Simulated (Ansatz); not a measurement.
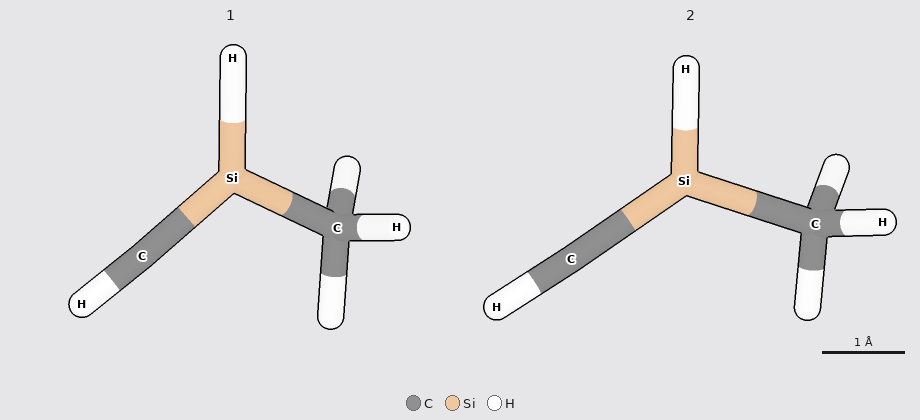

Two geometries of C2H5Si (multiplicity 2), drawn at one scale. One is the start of a relaxation, the other its converged end. A stick model, seen at a tilt.

Theory: UKS PBE-D4/def2-SVP in Ansatz. Set-up: force threshold 0.03 eV/Å; at most 250 steps.

> Which of the two is the end point?

Structure 2 is the relaxed one. It is one of the separated reactants of a reaction. The largest move after the best rigid fit is that of an H atom, 0.59 Å. Largest moves by element: H 0.59 Å, C 0.39 Å, Si 0.11 Å. Near-neighbour distances that change, for instance: C–Si 1.611 → 1.882 Å, C–Si 1.474 → 1.689 Å, C–H 0.938 → 1.091 Å, H–Si 1.601 → 1.501 Å. Bond angles that change, for instance: C–Si–C 110.5° → 124.9°, H–C–H 118.7° → 107.8°, Si–C–H 101.1° → 110.6°. Over 7 geometry steps the energy falls by 3.579 eV. Largest force component: 8.7 eV/Å at the start, 0.0075 eV/Å at the end. The run took 20 s on 2 threads of Arm Neoverse N1 (shared host).
